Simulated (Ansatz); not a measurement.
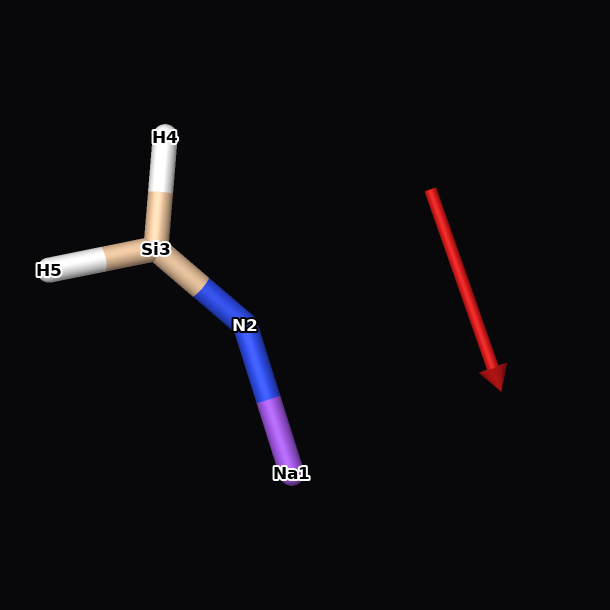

The arrow beside the molecule shows the direction of the dipole moment, from the negative to the positive end (its length means nothing). Computed geometry: PBE-D4/def2-SVP optimisation. No frequency run is at hand to confirm it as a minimum. Properties computed with RKS PBE-D4/def2-SVP (Ansatz 0.2.0).

> Estimate the dipole moment.

6.99 D; it points from the side of H4 to the side of Na1 (the outermost atoms at the two ends).
